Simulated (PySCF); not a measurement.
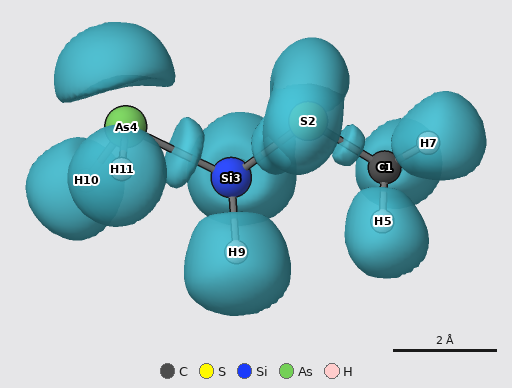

Figure 1: CH₇AsSSi (SMILES CS[SiH2][AsH2]). Isosurface of the ELF at 0.8 (cyan), seen from one side. Core shells and regions of very low density are left out.

Geometry: PBE0-D3(BJ)/def2-SVP.

Level of theory: PBE0/def2-SVPD, SCF density, gas phase in PySCF 2.14.0.

Input file:

```
{"job": {"kind": "uv", "xc": "PBE0", "basis": "def2-SVPD", "ip": true, "dynamic": true}, "charge": 0, "multiplicity": 1}
C     -2.141824    -0.126307     0.239169
S     -0.653911     0.594983     1.005188
Si     0.871837    -0.386664    -0.131781
As     2.916804     0.491981     0.674802
H     -2.193169     0.107420    -0.833808
H     -2.180824    -1.214809     0.387105
H     -3.006019     0.329512     0.741147
H      0.870367    -1.865149     0.106654
H      0.649363    -0.164715    -1.595891
H      3.698922    -0.298991    -0.371745
H      2.819445     1.713297    -0.233383
```

Run with:

```sh
OMP_NUM_THREADS=1 python probes_run.py task.json out
```

> Identify the bonds, lone pairs and shells in this picture.

The surface consists of one region between bonded As–Si atoms (shared pairs), one region between bonded C–S atoms (shared pairs), seven regions around hydrogen nuclei, one region on S in which the atom's valence shell and bonds are merged and one lobe on As, pointing away from the bonds (lone pairs). Profiles from the grid: C–S (1.82 Å): the ELF peaks at about 0.90 between the atoms; a covalent bond. Si–S (2.14 Å): the ELF peaks at about 0.90 between the atoms (localised, covalent bonding).
